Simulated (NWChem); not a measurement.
# doublet CS+ at 6 levels

Aim: a comparison of 6 runs (UB3LYP/cc-pVTZ, U-r2SCAN/cc-pVTZ, UBLYP/cc-pVTZ, UM06-2X/cc-pVTZ, UPBE0/cc-pVTZ, UMP3/cc-pVTZ) of doublet CS+. 

Program for the calculation: NWChem 7.3.0.

1 further run of the same task is left out (set aside as unsound or not needed).

### 1 The system as given

CS+: 2 atoms, total charge +1, spin state doublet. SMILES of the parent species: `[C-]#[S+]`. The bond length is the one measured for the parent species. That shape belongs to the parent species and isn't relaxed for this state.

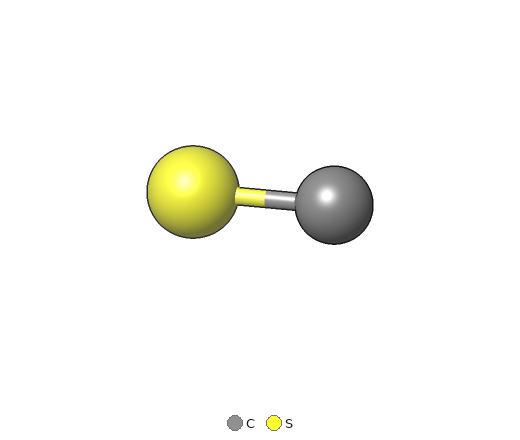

Viewed from a chosen angle; carbon grey, sulfur yellow.

### 2 The energy at UB3LYP/cc-pVTZ (run 1)

The input, m1.nw:

```
start m1
title "carbon monosulfide"
memory 2200 mb
charge 1

geometry units au noautosym nocenter noautoz
   C    0.00000000   0.00000000   0.00000000
   S    0.00000000   0.00000000   2.90061811
end

basis "ao basis" spherical bse
   * library cc-pVTZ
end

dft
   xc b3lyp
   mult 2
   grid xfine
   convergence energy 1e-08
   maxiter 100
   mulliken
   print low
end

task dft energy
```

Launch:

```bash
$ nwchem m1.nw > m1.out
```

Log:

```text
[...]
 d= 0,ls=0.0,diis     1   -435.5183208394 -4.69D+02  1.52D-02  1.03D+00     1.6
[...]
 d= 0,ls=0.0,diis    13   -435.8373995137 -5.15D-09  3.23D-07  9.61D-10    15.0
[...]
         Total DFT energy =     -435.837399513701
      One electron energy =     -658.497040392986
           Coulomb energy =      220.213955228015
    Exchange-Corr. energy =      -30.650708413512
 Nuclear repulsion energy =       33.096394064781
[...]
      Total Density - Mulliken Population Analysis
     ---------------------------------------------
    Atom       Charge   Shell Charges
 -----------   ------   -------------------------------------------------------
    1 C    6     5.67   1.95  0.24  0.91  0.34  0.66  1.16  0.35  0.01  0.05  0.01
    2 S   16    15.33   2.00  1.84  0.26  1.23  0.54  5.80  0.85  2.09  0.60  0.04  0.06  0.01
[...]
      <S2> =      0.7952 (Exact =     0.7500)
[...]
```

Wall time 16 s (1 thread of Intel Xeon 6975P-C (Granite Rapids), shared host); peak memory 0.11 GiB.

### 3 The energy at U-r2SCAN/cc-pVTZ (run 2)

The input, cs.nw:

```
start cs
memory stack 880 mb heap 220 mb global 1100 mb
charge 1
geometry noautosym nocenter noautoz
  C      0.000000     0.000000     0.000000
  S      0.000000     0.000000     1.534941
end
basis spherical bse
  * library cc-pVTZ
end
dft
  xc r2scan
  mult 2
  grid xfine
  convergence energy 1e-08
  iterations 100
  mulliken
end
task dft energy
```

Launch:

```bash
$ nwchem cs.nw > cs.out
```

Log:

```text
[...]
          Wavefunction type:  spin polarized.
          No. of atoms     :     2
          No. of electrons :    21
[...]
          Charge           :     1
          Spin multiplicity:     2
[...]
          AO basis - number of functions:    64
[...]
              XC Information
              --------------
                      r^2SCAN Method XC Functional
               r^2SCAN metaGGA Exchange Functional  1.000
                     r^2SCAN Correlation Potential  1.000
[...]
 d= 0,ls=0.0,diis     1   -435.4547395852 -4.69D+02  1.62D-02  9.99D-01     1.8
[...]
 d= 0,ls=0.0,diis    14   -435.7754193329 -8.14D-11  4.35D-08  5.96D-11    19.0
[...]
         Total DFT energy =     -435.775419332877
      One electron energy =     -658.494806976708
           Coulomb energy =      220.228809597861
    Exchange-Corr. energy =      -30.605818430488
 Nuclear repulsion energy =       33.096396476458
[...]
      Total Density - Mulliken Population Analysis
     ---------------------------------------------
    Atom       Charge   Shell Charges
 -----------   ------   -------------------------------------------------------
    1 C    6     5.66   1.96  0.22  0.90  0.32  0.65  1.21  0.32  0.01  0.05  0.01
    2 S   16    15.34   2.00  1.87  0.22  1.23  0.56  5.81  0.82  2.16  0.55  0.04  0.07  0.01
[...]
      <S2> =      0.8446 (Exact =     0.7500)
[...]
```

It took 20 s on 1 thread of Intel Xeon 6975P-C (Granite Rapids), shared host; peak memory 0.11 GiB.

Runs 3 to 5 aren't shown in full; the table further down has their settings and results.

### 4 A single-point energy at UMP3/cc-pVTZ (run 6)

The input, sp.nw:

```
start sp
memory 2200 mb
charge 1

geometry units angstrom noautosym nocenter noautoz
  C      0.000000     0.000000     0.000000
  S      0.000000     0.000000     1.534941
end

basis spherical bse
  * library cc-pVTZ
end

scf
  nopen 1
  uhf
  thresh 1e-08
  maxiter 80
end

tce
  scf
  mbpt3
  freeze core 6
  maxiter 60
end

task tce energy
```

Launch:

```bash
$ nwchem sp.nw > sp.out
```

Log:

```text
[...]
  functions       =    64
[...]
  wavefunction    = UHF
[...]
         Total SCF energy =   -434.989107236482
      One electron energy =   -658.246290528453
      Two electron energy =    190.160786815514
 Nuclear repulsion energy =     33.096396476458
                       Sz =      0.5000
                 Sz(Sz+1) =      0.7500
                      S^2 =      1.6031
[...]
         Wavefunction type : Unrestricted Hartree-Fock
          No. of electrons :    21
[...]
         Spin multiplicity : doublet
[...]
```

Run time: 34 s. Hardware: 1 thread of Intel Xeon 6975P-C (Granite Rapids), shared host; peak memory 0.52 GiB.

### 5 All runs side by side

```
run             level  integration grid  iteration cap  energy (Eh)   ⟨S²⟩  wall time
  1    UB3LYP/cc-pVTZ             xfine            100  -435.837400  0.795       16 s
  2  U-r2SCAN/cc-pVTZ             xfine            100  -435.775419  0.845       20 s
  3     UBLYP/cc-pVTZ             xfine            100  -435.826786  0.773       16 s
  4   UM06-2X/cc-pVTZ             xfine            100  -435.789722  0.823       21 s
  5     UPBE0/cc-pVTZ             xfine            100  -435.631875  0.831       17 s
  6      UMP3/cc-pVTZ                 –             80  -435.227984  1.603       34 s
```

### 6 Summary of results

| quantity | value |
| --- | --- |
| run 6: total energy | -435.22798 Eh |
| run 6: HOMO energy (Hartree–Fock orbitals) (highest over α and β) | -21.75 eV |
| run 6: LUMO energy (Hartree–Fock orbitals) (lowest over α and β) | -7.29 eV |
| run 6: correlation energy (6 core orbitals frozen) | -238.9 mEh |
| run 6: ⟨S²⟩ of the reference determinant | 1.603 |

In words: Totals of different functionals can't be ranked against each other. Spin contamination of the reference: run 6 ⟨S²⟩ = 1.60. Where it is this large, the reference is a mixture of spin states, and values that rest on it are in doubt. All runs together took 2 min, the longest 34 s.
